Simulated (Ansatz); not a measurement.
# [BH3]− (SMILES [BH3-]): UBCCD(T)/3-21G

Aim: the energy change on altering one bond length of [BH3]− at UBCCD(T)/3-21G, from 2 runs. 

The calculation is run with Ansatz 0.2.0.

2 further runs of the same task are left out: 2 set aside as unsound or not needed.

### 1 Starting point

[BH3]−: 4 atoms, total charge -1, spin state doublet. SMILES: `[BH3-]`. The shape is that of a GFN2-xTB optimisation.

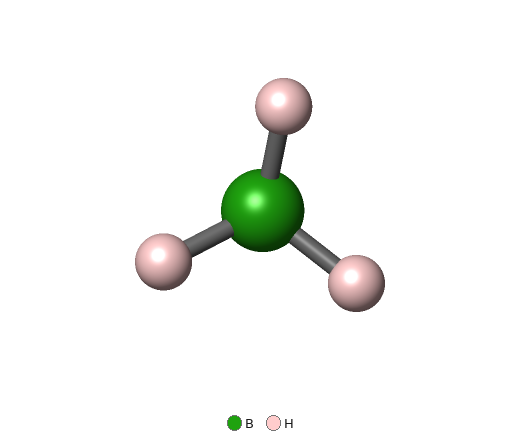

Viewed from a chosen angle; boron green, hydrogen pink.

### 2 The energy at UBCCD(T)/3-21G

in.yaml

```yaml
crystal:
  periodic: [false, false, false]
  atoms:
    - {symbol: B, position_ang: [0.150430, -0.037330, -0.233800]}
    - {symbol: H, position_ang: [0.917080, 0.452560, 0.628490]}
    - {symbol: H, position_ang: [-0.279230, -1.161080, 0.118390]}
    - {symbol: H, position_ang: [-0.788270, 0.745860, -0.513080]}
basis:
  gaussian: {orbitals: 3-21G.json}
correlation: {method: bccd_t, frozen_orbitals: {B: 1, H: 0}}
scf: {omitted_lower_state_checks: [cluster_reference, increment]}
magnetization: {spin_polarized: true, initial_magnetization: 1}
total_charge: -1
accuracy: high
```

The basis set 3-21G is read from a file made from the Basis Set Exchange's data (not shown).

On the command line:

```bash
ansatz run in.yaml --threads 1 --pin off --max-ram 2610MiB --events-out events.jsonl --progress --plain --runs-dir runs
```

The program printed, shortened:

```text
Warning: RAYON_NUM_THREADS=1 ignored (pool sized by the plan → 1); use --threads N
Functional definition: HF
  name "HF"
[...]
294 factors; integrals over basis functions are off by at most 2.6e-9 eV
[...]
mean field -712.50993589 eV, -26.1842571873 hartree, gradient 1.6e-8 eV, S^2 0.758952; 0 other end points of the search recorded, 0 dependent functions left out
1 core orbitals not correlated: weight in the atoms' cores, before any rotation towards them, 1.000 or more for the frozen orbitals, at most 0.000 for the correlated occupied ones
reference -712.50993589 eV, -26.1842571873 hartree; 4, 3 occupied and 10, 11 virtual orbitals, 294 factors
second order -1.63068049 eV of doubles, -0.00000000 eV of singles
cycle   1  -1.96996894 eV  change   -3.4e-1 eV  update   4.4e-2
[...]
cycle  18  -2.12327340 eV  change   4.6e-11 eV  update  3.3e-10
perturbative correction -0.03355683 eV, -0.0012331907 hartree
Total energy: -714.66676612 eV, -26.2635192362 hartree
Checks for a lower state left out: cluster_reference, increment
```

Wall time 0.2 s (1 thread of Arm Neoverse V1, shared host).

### 3 The distorted shape at the same level

job.yaml

```yaml
crystal:
  periodic: [false, false, false]
  atoms:
    - {symbol: B, position_ang: [0.257854, 0.243631, -0.321855]}
    - {symbol: H, position_ang: [1.024504, 0.733521, 0.540435]}
    - {symbol: H, position_ang: [-0.279230, -1.161080, 0.118390]}
    - {symbol: H, position_ang: [-0.680846, 1.026821, -0.601135]}
basis:
  gaussian: {orbitals: 3-21G.json}
total_charge: -1
magnetization: {spin_polarized: true, initial_magnetization: 1}
correlation: {method: bccd_t, frozen_orbitals: {B: 1, H: 0}}
accuracy: high
scf: {omitted_lower_state_checks: [cluster_reference, increment]}
```

The basis set 3-21G is read from a file made from the Basis Set Exchange's data (not shown).

On the command line:

```bash
ansatz run job.yaml --threads 1 --pin off --max-ram 2610MiB --events-out events.jsonl --progress --plain --runs-dir runs
```

The program printed, shortened:

```text
Warning: RAYON_NUM_THREADS=1 ignored (pool sized by the plan → 1); use --threads N
Functional definition: HF
  name "HF"
[...]
294 factors; integrals over basis functions are off by at most 2.6e-9 eV
[...]
mean field -711.88420194 eV, -26.1612618888 hartree, gradient 5.7e-8 eV, S^2 0.763651; 0 other end points of the search recorded, 0 dependent functions left out
1 core orbitals not correlated: weight in the atoms' cores, before any rotation towards them, 1.000 or more for the frozen orbitals, at most 0.000 for the correlated occupied ones
reference -711.88420194 eV, -26.1612618888 hartree; 4, 3 occupied and 10, 11 virtual orbitals, 294 factors
second order -1.63736584 eV of doubles, -0.00000000 eV of singles
cycle   1  -1.99478920 eV  change   -3.6e-1 eV  update   5.1e-2
[...]
cycle  22  -2.18393819 eV  change  -1.2e-10 eV  update  2.0e-10
perturbative correction -0.04278356 eV, -0.0015722669 hartree
Total energy: -714.11092369 eV, -26.2430924039 hartree
Checks for a lower state left out: cluster_reference, increment
```

Wall time 0.22 s (1 thread of Arm Neoverse V1, shared host).

### 4 What came out

At UBCCD(T)/3-21G, 1 core orbital frozen:

```
                                                         quantity         value
                                        first shape: total energy  -26.26352 Eh
          first shape: correlation energy (1 core orbital frozen)     -79.3 mEh
                                      first shape: (T) correction     -1.23 mEh
                   first shape: ⟨S²⟩ of the reference determinant         0.759
                                    distorted shape: total energy  -26.24309 Eh
      distorted shape: correlation energy (1 core orbital frozen)     -81.8 mEh
                                  distorted shape: (T) correction     -1.57 mEh
               distorted shape: ⟨S²⟩ of the reference determinant         0.764
energy change with the B1–H3 bond stretched from 1.254 to 1.567 Å      0.556 eV
```

With the B1–H3 bond stretched from 1.254 to 1.567 Å the energy rises by 0.56 eV (12.8 kcal/mol). The first shape isn't relaxed at this level, so the change isn't measured from a minimum. The triples (first shape) make up 1.6 % of the correlation energy. The triples (distorted shape) make up 1.9 % of the correlation energy.
